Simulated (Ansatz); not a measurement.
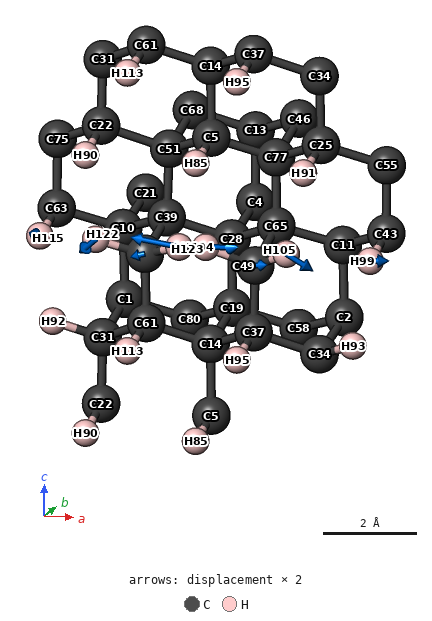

This is a relaxation of a wire of composition C84H46. The starting structure is drawn; blue arrows show the displacements, magnified 2 times.

Style: ball-and-stick. Shown: the atoms within 5.0 Å of the atom that moves most (axes of the cell of the calculation, with the vacuum cut short (origin shifted)), slightly off an axis.

Computed with Ansatz, DFT, PBEsol, PAW, plane waves. Set-up: plane-wave cutoff 420 eV; k-point mesh 1 × 1 × 3; no spin polarisation; atoms relaxed in a fixed cell; force threshold 0.03 eV/Å; at most 80 steps.

Which element moves most?

Hydrogen: up to 0.54 Å, against 0.19 Å for carbon.

What happened in the run?

The energy falls by 11.290 eV per cell of the calculation in 5 geometry steps. Largest force component: 13 eV/Å at the start, 0.0025 eV/Å at the end. An H atom moves most relative to the layer's centre: 0.54 Å. By element the largest moves are H 0.54 Å, C 0.19 Å. The cell stays as it was. Among the contacts that change: H–H 0.606 → 1.557 Å, C–H 1.204 → 1.090 Å, C–H 1.181 → 1.090 Å, C–C 1.607 → 1.529 Å. Bonds break, among them: H–H (0.61 → 1.56 Å). Among the angles between lasting bonds that change: C–C–H 106.1° → 113.9°, H–C–H 110.3° → 103.2°, C–C–H 113.7° → 106.8°. Cost: 13 s on 1 × NVIDIA GB200 with 8 threads of Arm Neoverse-V2, peak memory 2.5 GiB.
